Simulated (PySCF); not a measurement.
Geometry relaxation, with input and output: GeHClO

The run: geometry relaxation of GeHClO. Method and program: PBE0-D3(BJ)/def2-SVP geometry optimisation, gas phase (PySCF 2.14.0).

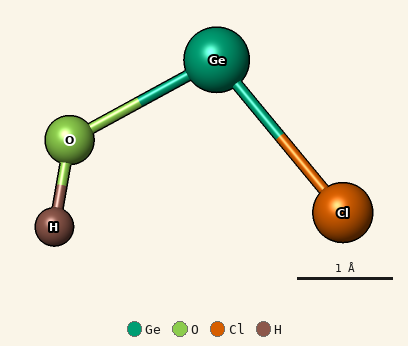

Figure 1. The input geometry (ball-and-stick view, seen at a tilt). Sticks mark near contacts. Bond lengths as drawn: Cl–Ge 2.14 Å, Ge–O 1.76 Å and H–O 0.94 Å.

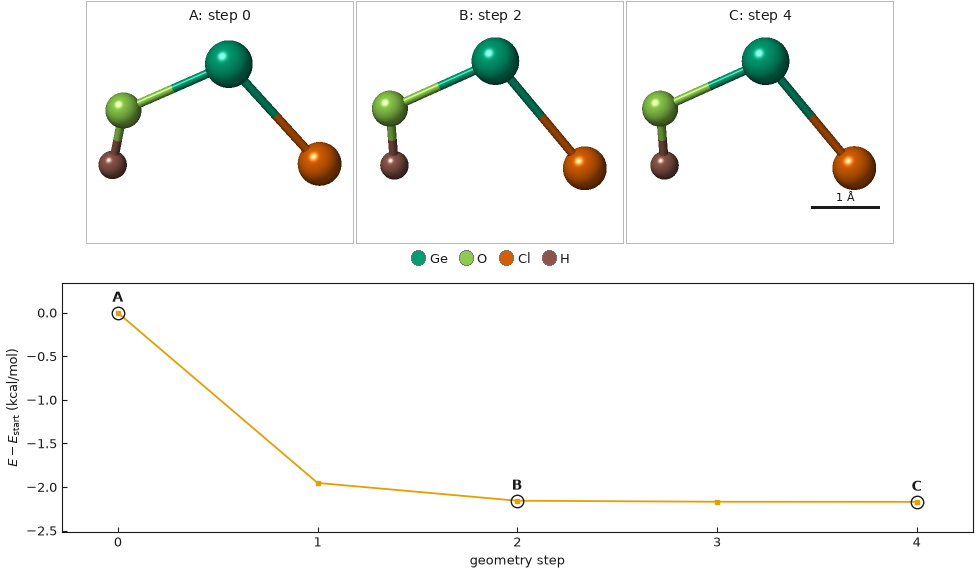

Figure 2. Frames of the relaxation (ball-and-stick view, seen at a tilt) above the curves, on which the letters mark them (steps are counted from 0).

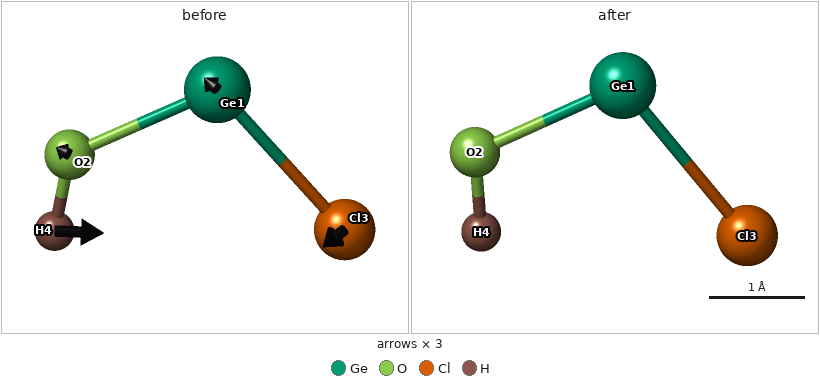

Figure 3. Before (left) and after (right) the relaxation, at one scale (ball-and-stick view, seen at a tilt). The black arrows give the displacements, magnified 3 times. After 4 geometry steps the energy has fallen by 2.17 kcal/mol. Largest force component: 1.3 eV/Å at the start, 0.0063 eV/Å at the end. The largest move after the best rigid fit is that of H4, 0.18 Å. Largest moves by element: H 0.18 Å, Cl 0.11 Å, Ge 0.07 Å, O 0.06 Å. Among the contacts that change: Ge1–Cl3 2.142 → 2.221 Å, O2–H4 0.943 → 0.968 Å, Ge1–O2 1.764 → 1.773 Å. Among the angles that change: Ge1–O2–H4 127.7° → 114.6°, O2–Ge1–Cl3 100.8° → 97.6°. (Atoms are counted from 1 in the order of the input.)

The input that produced these results follows, with the program's output.

The input
```
{"job": {"xc": "PBE0", "basis": "def2-SVP", "d3": "d3bj", "grid": 2, "kind": "geom", "shake": 0.01}, "charge": 0, "multiplicity": 1}
Ge     0.449778     1.073820    -0.015413
O     -1.075278     0.188037    -0.014682
Cl     1.852126    -0.544820     0.018197
H     -1.198864    -0.747182     0.001745
```

The first line tells a small driver script what to run in PySCF; the rest is the geometry in Å.

Command:
```bash
OMP_NUM_THREADS=1 python <driver script> task.json out
```

Log
```
step   0  E = -2612.13904987  max force = 0.025412
step   1  E = -2612.14216086  max force = 0.005878
step   2  E = -2612.14248680  max force = 0.001918
step   3  E = -2612.14250500  max force = 0.000493
step   4  E = -2612.14250690  max force = 0.000123
optimisation converged
```

Trajectory as extended XYZ (Å, eV, eV/Å), 5 frames, from step=0 to step=4
```
4
Properties=species:S:1:pos:R:3:forces:R:3 step=0 energy=-71079.92402
Ge    0.4498    1.0738   -0.0154   -0.6485   0.8301  -0.0191
O    -1.0753    0.1880   -0.0147   -0.2572   1.3067  -0.0226
Cl    1.8521   -0.5448    0.0182    0.7611  -0.9201   0.0214
H    -1.1989   -0.7472    0.0018    0.1447  -1.2167   0.0203
4
Properties=species:S:1:pos:R:3:forces:R:3 step=1 energy=-71080.00868
Ge    0.5085    1.0481   -0.0222    0.1717  -0.0990   0.0042
O    -1.0637    0.2231   -0.0354    0.1909  -0.1928   0.0057
Cl    1.8762   -0.7344    0.0191   -0.3023   0.2188  -0.0087
H    -0.9993   -0.7443   -0.0224   -0.0604   0.0730  -0.0013
4
Properties=species:S:1:pos:R:3:forces:R:3 step=2 energy=-71080.01755
Ge    0.5126    1.0625   -0.0223    0.0585  -0.0935   0.0026
O    -1.0455    0.2153   -0.0347    0.0252  -0.0356   0.0021
Cl    1.8334   -0.7347    0.0176   -0.0801   0.0986  -0.0047
H    -0.9789   -0.7506   -0.0217   -0.0036   0.0305   0.0000
4
Properties=species:S:1:pos:R:3:forces:R:3 step=3 energy=-71080.01804
Ge    0.5128    1.0631   -0.0222    0.0208  -0.0251   0.0012
O    -1.0424    0.2125   -0.0337   -0.0169   0.0030   0.0011
Cl    1.8258   -0.7305    0.0160   -0.0064   0.0253  -0.0027
H    -0.9745   -0.7526   -0.0211    0.0025  -0.0032   0.0004
4
Properties=species:S:1:pos:R:3:forces:R:3 step=4 energy=-71080.01809
Ge    0.5120    1.0623   -0.0222    0.0030  -0.0027   0.0007
O    -1.0433    0.2111   -0.0328   -0.0063   0.0026   0.0011
Cl    1.8280   -0.7269    0.0146    0.0024   0.0052  -0.0023
H    -0.9750   -0.7540   -0.0205    0.0010  -0.0051   0.0004
```

Results in brief

```json
{"quantity": "outcome", "value": "converged"}
{"quantity": "total energy", "value": "−2612.142507 hartree"}
{"quantity": "dipole moment", "value": "0.66 D"}
{"quantity": "point group", "value": "Cs"}
{"quantity": "hardware", "value": "1 CPU thread, shared host"}
{"quantity": "wall time", "value": "18 s"}
{"quantity": "peak memory", "value": "0.34 GiB"}
```
